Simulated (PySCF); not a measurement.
**Run report: Pd, atomic calculation**

Pd, configuration 1s2 2s2 2p6 3s2 3p6 3d10 4s2 4p6 4d9 5s1, multiplicity 3. Computed at this level: unrestricted PBE, aug-cc-pVTZ-DK, spin-free X2C-1e, Gaussian nucleus (PySCF).

### Input
```python
from pyscf import gto, scf, dft, mp, cc
import basis_set_exchange as bse
mol = gto.M(atom="Pd 0 0 0", charge=0, spin=2, symmetry="D2h",
            basis=gto.basis.parse(bse.get_basis("aug-cc-pVTZ-DK", elements=["Pd"], fmt="nwchem")),
            nucmod="G")
mf = dft.UKS(mol, xc="PBE").sfx2c1e()
mf.irrep_nelec = {'Ag': (9, 7), 'B1g': (2, 2), 'B2g': (2, 2), 'B3g': (2, 2), 'B1u': (3, 3), 'B2u': (3, 3), 'B3u': (3, 3)}
mf.kernel()
```

The script is an equivalent of what the driver set up; the driver started from orbitals of its own, so the log can be shorter than this script's would be, and it computed the properties (radii, ⟨L²⟩, response) afterwards. It held the occupations shell by shell, which the script's counts by irreducible representation don't always enforce.

### The program's output (extracts)
```
damping factor = 0
level_shift factor = 0
DIIS = <class 'pyscf.scf.diis.CDIIS'>
diis_start_cycle = 1
diis_space = 10
diis_damp = 0
SCF conv_tol = 1e-09
SCF conv_tol_grad = None
number electrons alpha = 24  beta = 22
XC functionals = PBE
    J. P. Perdew, K. Burke, and M. Ernzerhof.,  Phys. Rev. Lett. 77, 3865 (1996)
    J. P. Perdew, K. Burke, and M. Ernzerhof.,  Phys. Rev. Lett. 78, 1396 (1997)
    J. P. Perdew, K. Burke, and M. Ernzerhof.,  Phys. Rev. Lett. 77, 3865 (1996)
    J. P. Perdew, K. Burke, and M. Ernzerhof.,  Phys. Rev. Lett. 78, 1396 (1997)
cycle= 1 E= -5044.71393158696  delta_E= -0.0199  |g|= 0.117  |ddm|= 0.372
cycle= 2 E= -5044.70685709154  delta_E= 0.00707  |g|= 0.212  |ddm|= 0.152
cycle= 3 E= -5044.71717637073  delta_E= -0.0103  |g|= 0.00708  |ddm|= 0.0908
cycle= 4 E= -5044.71718673589  delta_E= -1.04e-05  |g|= 0.00157  |ddm|= 0.00663
cycle= 5 E= -5044.7171874824  delta_E= -7.47e-07  |g|= 0.000146  |ddm|= 0.00119
cycle= 6 E= -5044.71718749378  delta_E= -1.14e-08  |g|= 2.37e-05  |ddm|= 0.000231
cycle= 7 E= -5044.717187494  delta_E= -2.16e-10  |g|= 9.52e-06  |ddm|= 3.13e-05
converged SCF energy = -5044.717187494  <S^2> = 2.0009201  2S+1 = 3.0006133
```

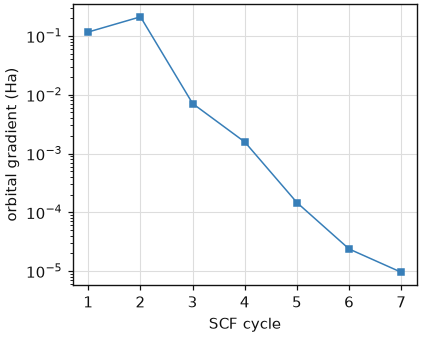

Convergence: orbital gradient against the SCF cycle. The residual falls almost steadily, with no more than small rises or pauses. It goes from 0.12 to 9.5×10⁻⁶ in 7 steps.

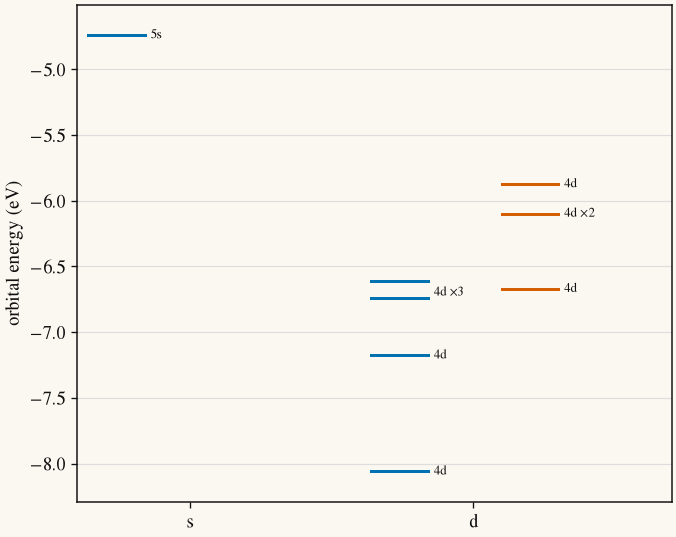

Orbital energies of the mean field, from the top down to −8.06 eV, by angular momentum, α spin at the left of each column and β at the right; ×n counts the orbitals under one label. Empty levels that the record names by l alone aren't drawn. The highest filled orbital is 5s α at −4.74 eV, the lowest empty one d β at −5.95 eV.

### Results in brief

- outcome: converged
- total energy: −5044.7172 hartree
- ⟨S²⟩: 2.001
- ⟨L²⟩: 6.01
- SCF iterations: 7
- hardware: 1 CPU thread, shared host
- CPU time: 3 s (integrals apart)

### Notes

The driver held the occupations shell by shell, and empty d levels lie below the filled 4d. This is not the ground configuration of the species.
